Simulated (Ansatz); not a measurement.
**PBE-QIDH/6-31G(d) (spherical functions) run of CH6ClNSi (SMILES C[SiH](N)Cl)**

Aim: the vertical ionisation energy of CH6ClNSi at PBE-QIDH/6-31G* (spherical functions), from 2 runs. 

Program for the calculation: Ansatz 0.2.0.

127 further runs of the same task are left out: 1 that didn't finish, 126 set aside as unsound or not needed. Runs told in other sessions of the task aren't counted.

## Step 1: The system as given

The species is CH6ClNSi (10 atoms), meant as a singlet with charge 0. As SMILES, `C[SiH](N)Cl`. The coordinates come from a PBE0-D4/def2-TZVP relaxation. This is one conformer, not always the lowest.

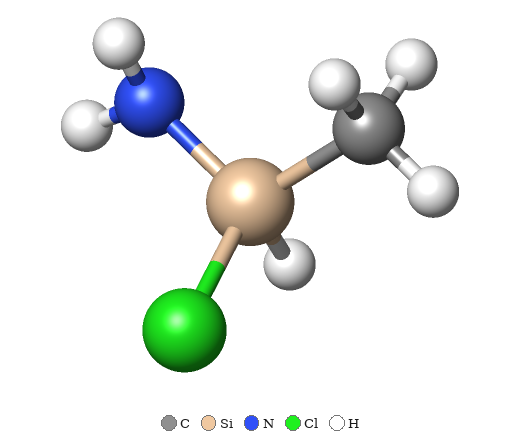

Viewed from a chosen angle; carbon grey, silicon light orange, nitrogen blue, chlorine green, hydrogen white.

## Step 2: A single-point energy at PBE-QIDH/6-31G(d) (spherical functions)

The input, molecule.yaml:

```yaml
crystal:
  periodic: [false, false, false]
  atoms:
    - {symbol: C, position_ang: [-0.924300, 0.960300, -0.429600]}
    - {symbol: Si, position_ang: [-0.055600, -0.637600, -0.073400]}
    - {symbol: N, position_ang: [1.200800, -0.379200, 1.050800]}
    - {symbol: Cl, position_ang: [0.594900, -1.392500, -1.900800]}
    - {symbol: H, position_ang: [-1.720000, 0.809500, -1.161600]}
    - {symbol: H, position_ang: [-1.359500, 1.369700, 0.485000]}
    - {symbol: H, position_ang: [-0.226900, 1.694300, -0.841400]}
    - {symbol: H, position_ang: [-0.936500, -1.689500, 0.482600]}
    - {symbol: H, position_ang: [1.847500, 0.382600, 0.917600]}
    - {symbol: H, position_ang: [1.662700, -1.168700, 1.473800]}
basis:
  gaussian:
    orbitals: 6-31G_st_-spherical.json
total_charge: 0
magnetization:
  spin_polarized: false
hamiltonian:
  xc: {name: PBE-QIDH}
correlation:
  frozen_orbitals: {C: 1, Cl: 5, H: 0, "N": 1, Si: 5}
accuracy: high
output: {orbitals: {seedname: orbitals}}
```

The basis set 6-31G* is read from a file made from the Basis Set Exchange's data (not shown).

Started as:

```console
$ ansatz run molecule.yaml --threads 1 --pin off --max-ram 2610MiB --events-out events.jsonl --progress --plain --runs-dir runs
```

The program printed:

```text
Warning: RAYON_NUM_THREADS=1 ignored (pool sized by the plan → 1); use --threads N
Functional definition: PBE-QIDH
  name "PBE-QIDH"
  parameter a = 3^(-1/3)
  parameter c = 1/3
  exchange = (1 - a)*pbe_x + a*exact_x
  correlation = (1 - c)*pbe_c + c*(mp2_os + mp2_ss)
1774 factors; integrals over basis functions are off by at most 3.6e-9 eV
mean field evaluation 1: about -23000.6106 eV, gradient 4.0e1 eV
mean field evaluation 2: about -23000.6771 eV, gradient 4.0e1 eV
mean field evaluation 4: about -23004.0310 eV, gradient 2.8e0 eV
mean field evaluation 8: about -23004.0554 eV, gradient 4.3e-2 eV
mean field evaluation 16: about -23004.0554 eV, gradient 5.7e-6 eV
mean field -23004.05541856 eV, -845.3834439232 hartree, gradient 9.1e-8 eV, S^2 0.000000; 0 other end points of the search recorded, 0 dependent functions left out
12 core orbitals not correlated: weight in the atoms' cores, before any rotation towards them, 1.000 or more for the frozen orbitals, at most 0.000 for the correlated occupied ones
reference -23004.05541947 eV, -845.3834439567 hartree; 13, 13 occupied and 51, 51 virtual orbitals, 1774 factors
second order -15.35061897 eV of doubles, -0.00000000 eV of singles
Total energy: -23009.17229246 eV, -845.5714855707 hartree
```

Run time: 12 s. Hardware: 1 thread of Arm Neoverse V1, shared host; peak memory 0.25 GiB.

## Step 3: The doublet cation

The input, job.yaml:

```yaml
crystal:
  periodic: [false, false, false]
  atoms:
    - {symbol: C, position_ang: [-0.924300, 0.960300, -0.429600]}
    - {symbol: Si, position_ang: [-0.055600, -0.637600, -0.073400]}
    - {symbol: N, position_ang: [1.200800, -0.379200, 1.050800]}
    - {symbol: Cl, position_ang: [0.594900, -1.392500, -1.900800]}
    - {symbol: H, position_ang: [-1.720000, 0.809500, -1.161600]}
    - {symbol: H, position_ang: [-1.359500, 1.369700, 0.485000]}
    - {symbol: H, position_ang: [-0.226900, 1.694300, -0.841400]}
    - {symbol: H, position_ang: [-0.936500, -1.689500, 0.482600]}
    - {symbol: H, position_ang: [1.847500, 0.382600, 0.917600]}
    - {symbol: H, position_ang: [1.662700, -1.168700, 1.473800]}
basis:
  gaussian: {orbitals: 6-31G_st_-spherical.json}
total_charge: 1
magnetization: {spin_polarized: true, initial_magnetization: 1}
hamiltonian: {xc: {name: PBE-QIDH}}
correlation: {frozen_orbitals: {C: 1, Cl: 5, H: 0, "N": 1, Si: 5}}
accuracy: high
output: {orbitals: {seedname: orbitals}}
```

The basis set 6-31G* is read from a file made from the Basis Set Exchange's data (not shown).

Started as:

```console
$ ansatz run job.yaml --threads 1 --pin off --max-ram 2610MiB --events-out events.jsonl --progress --plain --runs-dir runs
```

The program printed, cut to the lines that bear on the results:

```text
Warning: RAYON_NUM_THREADS=1 ignored (pool sized by the plan → 1); use --threads N
Functional definition: PBE-QIDH
  name "PBE-QIDH"
[...]
1773 factors; integrals over basis functions are off by at most 3.6e-9 eV
[...]
mean field -22994.23263214 eV, -845.0224631804 hartree, gradient 5.2e-8 eV, S^2 0.759845; 0 other end points of the search recorded, 0 dependent functions left out
12 core orbitals not correlated: weight in the atoms' cores, before any rotation towards them, 1.000 or more for the frozen orbitals, at most 0.000 for the correlated occupied ones
reference -22994.23263307 eV, -845.0224632148 hartree; 13, 12 occupied and 51, 52 virtual orbitals, 1773 factors
second order -14.31250052 eV of doubles, -0.00000000 eV of singles
Total energy: -22999.00346658 eV, -845.1977881124 hartree
```

Run time: 19 s. Hardware: 1 thread of Arm Neoverse V1, shared host; peak memory 0.38 GiB.

## Step 4: Results

Level: PBE-QIDH/6-31G* (spherical functions), 12 core orbitals frozen.

```
                                                                quantity          value
                                          singlet CH6ClNSi: total energy  -845.57149 Eh
                     singlet CH6ClNSi: HOMO energy (SCF part's orbitals)      -10.06 eV
                     singlet CH6ClNSi: LUMO energy (SCF part's orbitals)        3.27 eV
                   singlet CH6ClNSi: HOMO–LUMO gap (SCF part's orbitals)       13.33 eV
                                            doublet cation: total energy  -845.19779 Eh
doublet cation: HOMO energy (SCF part's orbitals) (highest over α and β)      -15.70 eV
 doublet cation: LUMO energy (SCF part's orbitals) (lowest over α and β)       -9.62 eV
                                                    doublet cation: ⟨S²⟩          0.760
                      vertical ionisation energy (to the doublet cation)      10.169 eV
```

**Reading.** Removing an electron at fixed nuclei costs 10.17 eV (981 kJ/mol). The negative HOMO energy of the first species, 10.06 eV, lies 0.11 eV below that difference.
